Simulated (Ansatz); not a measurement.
# CH6BBrOSi: inputs that go wrong

3 inputs were typed for CH6BBrOSi. Each is run as it stands; the log then has to tell whether the result can be used.

Program: Ansatz 0.2.0, Gaussian basis. Level of theory: the settings change from run to run. These are calculated values, not measurements.

## 1. The geometry

The structure was relaxed beforehand with PBE0-D4 in a triple-zeta def2 set.

SMILES `BOC([SiH3])Br`, 11 atoms, charge 0, spin multiplicity 1.

Atoms are counted from 1 here; the program's logs count them from 0.

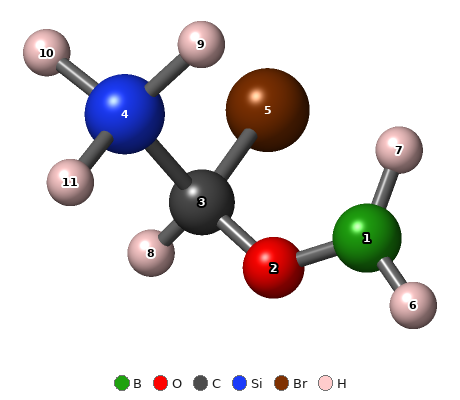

The structure; boron green, oxygen red, carbon dark grey, silicon blue, bromine brown, hydrogen pink; atoms are numbered from 1 in the order of the file.

## 2. Try 1

in.yaml

```yaml
crystal:
  periodic: [false, false, false]
  atoms:
    - {symbol: B, position_ang: [-1.008275, 1.349870, 1.021340]}
    - {symbol: O, position_ang: [0.274986, 0.961592, 0.851332]}
    - {symbol: C, position_ang: [0.802912, 0.327445, -0.275424]}
    - {symbol: Si, position_ang: [0.319809, -1.508903, -0.386676]}
    - {symbol: Br, position_ang: [0.275192, 1.173420, -1.974528]}
    - {symbol: H, position_ang: [-1.265011, 1.801399, 2.096479]}
    - {symbol: H, position_ang: [-1.810740, 1.233941, 0.143106]}
    - {symbol: H, position_ang: [1.881402, 0.477311, -0.249300]}
    - {symbol: H, position_ang: [-1.156252, -1.577702, -0.504454]}
    - {symbol: H, position_ang: [0.813632, -1.882759, 0.911695]}
    - {symbol: H, position_ang: [0.763632, -2.182759, 0.861695]}
basis:
  gaussian: {orbitals: def2-mTZVPP}
hamiltonian: {xc: {name: wB97X-V}}
output: {forces: true}
```

Started as:

```sh
> ansatz run in.yaml --threads 4 --pin off --events-out ev --progress --plain --max-ram 10444MiB
```

Standard output, shortened:

```text
Functional definition: wB97X-V
  name "wB97X-V"
  cite "Mardirossian & Head-Gordon, Phys. Chem. Chem. Phys. 16, 9904 (2014) doi:10.1039/C3CP54374A"
  cite "Becke, J. Chem. Phys. 107, 8554 (1997) doi:10.1063/1.475007"
  cite "Vydrov & Van Voorhis, J. Chem. Phys. 133, 244103 (2010) doi:10.1063/1.3521275"
[...]
      + integral(e_c_pw_opposite_spin*poly(b97_u_opposite, cos0, cos1)) + vv10(b, c)
1422 factors; integrals over basis functions are off by at most 1.4e-3 eV
382 factors; integrals over basis functions are off by at most 7.1e-6 eV
[...]
mean field -81757.72108705 eV, -3004.5408325754 hartree, gradient 7.2e-5 eV, S^2 0.000000; 0 other end points of the search recorded, 0 dependent functions left out
[...]
reference -81757.72108476 eV, -3004.5408324911 hartree; 37, 37 occupied and 118, 118 virtual orbitals, 1422 factors
Total energy: -81757.72108476 eV, -3004.5408324911 hartree
Atom 0 at    -1.008275     1.349870     1.021340 Å, force    -0.196381     0.115120     0.019285 eV/Å
Atom 1 at     0.274986     0.961592     0.851332 Å, force     0.068491     0.806732     0.605223 eV/Å
Atom 2 at     0.802912     0.327445    -0.275424 Å, force    -0.091428    -0.361798     0.694322 eV/Å
Atom 3 at     0.319809    -1.508903    -0.386676 Å, force    -0.070973     0.202367    -8.167296 eV/Å
Atom 4 at     0.275192     1.173420    -1.974528 Å, force    -0.053114    -0.256301     0.076001 eV/Å
Atom 5 at    -1.265011     1.801399     2.096479 Å, force    -0.032013     0.004104     0.032800 eV/Å
Atom 6 at    -1.810740     1.233941     0.143106 Å, force    -0.010039     0.005333     0.008482 eV/Å
Atom 7 at     1.881402     0.477311    -0.249300 Å, force     0.033814     0.002659    -0.006326 eV/Å
Atom 8 at    -1.156252    -1.577702    -0.504454 Å, force    -0.300883     0.259091     1.407177 eV/Å
Atom 9 at     0.813632    -1.882759     0.911695 Å, force    17.946159   105.789196    21.232322 eV/Å
Atom 10 at     0.763632    -2.182759     0.861695 Å, force   -17.293633  -106.566504   -15.901987 eV/Å
Dipole moment:     0.065016    -0.217252     0.613293 e Å
```

Run time: 8 s. Hardware: 4 threads of Arm Neoverse V2, shared host; peak memory 0.57 GiB.

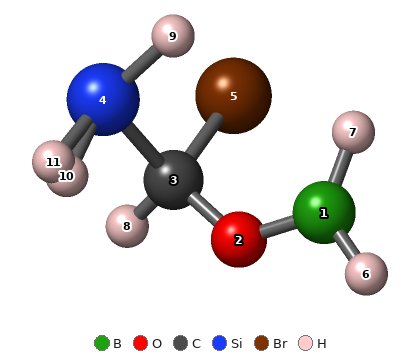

The geometry of this input.

Diagnosis: The run converged, but a converged run isn't a right one. One atom was put on top of another. The shortest distance is 0.31 Å (H10–H11), against 1.09 Å in the relaxed molecule. Its energy is no property of the relaxed molecule. To mend it, restore the atom's position.

## 3. Try 2

in.yaml

```yaml
crystal:
  periodic: [false, false, false]
  atoms:
    - {symbol: B, position_ang: [-1.008275, 1.349870, 1.021340]}
    - {symbol: O, position_ang: [0.274986, 0.961592, 0.851332]}
    - {symbol: C, position_ang: [0.802912, 0.327445, -0.275424]}
    - {symbol: Si, position_ang: [0.319809, -1.508903, -0.386676]}
    - {symbol: Br, position_ang: [0.275192, 1.173420, -1.974528]}
    - {symbol: H, position_ang: [-1.265011, 1.801399, 2.096479]}
    - {symbol: H, position_ang: [-1.810740, 1.233941, 0.143106]}
    - {symbol: H, position_ang: [1.881402, 0.477311, -0.249300]}
    - {symbol: H, position_ang: [-1.156252, -1.577702, -0.504454]}
    - {symbol: H, position_ang: [0.987745, -2.112713, -1.563169]}
    - {symbol: H, position_ang: [0.763632, -2.182759, 0.861695]}
basis:
  gaussian: {orbitals: def2-mTZVP, point_charges: [{charge: 2.00, position_ang: [6.562, -0.936, 0.880]}]}
hamiltonian: {xc: {name: HF}}
correlation: {method: mp2, frozen_orbitals: {B: 0}}
output: {forces: true}
```

Launched as before.

Standard output:

```text
Functional definition: HF
  name "HF"
  cite "Fock, Z. Phys. 61, 126 (1930) doi:10.1007/BF01340294"
  parent pbe
  exchange = exact_x
  correlation = 0
Error: "frozen_orbitals" has no count for O
```

Wall time 0.05 s (4 threads of Arm Neoverse V2, shared host).

What is wrong: Refused before any calculation. Frozen orbitals are typed for one element alone, and the program wants a count for each. To mend it, leave frozen_orbitals out, or give every element a count that its core really has, and remove the point charge.

## 4. Try 3

in.yaml

```yaml
crystal:
  periodic: [false, false, false]
  atoms:
    - {symbol: B, position_ang: [-0.983153, 1.349029, 1.011423]}
    - {symbol: O, position_ang: [0.353478, 1.003375, 0.919507]}
    - {symbol: C, position_ang: [0.804870, 0.280780, -0.304966]}
    - {symbol: Si, position_ang: [0.339483, -1.496551, -0.383396]}
    - {symbol: Br, position_ang: [0.210126, 1.138309, -1.957394]}
    - {symbol: H, position_ang: [-1.243971, 1.760423, 2.161070]}
    - {symbol: H, position_ang: [-1.879147, 1.192913, 0.170607]}
    - {symbol: H, position_ang: [1.855042, 0.502220, -0.222966]}
    - {symbol: H, position_ang: [-1.184057, -1.565932, -0.481265]}
    - {symbol: H, position_ang: [0.899053, -2.125920, -1.573989]}
    - {symbol: H, position_ang: [0.783310, -2.159708, 0.863162]}
basis:
  gaussian: {orbitals: def2-SVPD, nuclear_model: gaussian}
magnetization: {spin_polarized: true, initial_magnetization: 1}
hamiltonian: {xc: {name: B2GP-PLYP}}
output: {forces: true}
```

Launched as before.

Standard output:

```text
Error: a molecule whose nuclei and cores have a total charge of 74 cannot have a net charge of 0 together with 1 unpaired electrons
```

It took 0.05 s on 4 threads of Arm Neoverse V2, shared host.

Diagnosis: The program refused the input. The number of unpaired electrons doesn't fit the electron count. Its coordinates are also moved off the relaxed structure (shortest distance 1.08 Å, against 1.09 Å), and have to be restored too. To mend it, make charge and initial_magnetization agree: an even electron count takes an even number of unpaired electrons.

## 5. How the tries ended

```
try                level      ended                                                                                    cause    time
  1  wB97X-V/def2-mTZVPP  converged                                                       one atom was put on top of another     8 s
  2       MP2/def2-mTZVP    refused  frozen orbitals are typed for one element alone, and the program wants a count for each  0.05 s
  3  B2GP-PLYP/def2-SVPD    refused                          the number of unpaired electrons doesn't fit the electron count  0.05 s
```

**Reading.** 1 converged, 2 refused. A refusal costs next to no computing time. The dangerous case is the input that converges on a wrong geometry, charge, spin, basis or grid: often only a look at the input shows it.
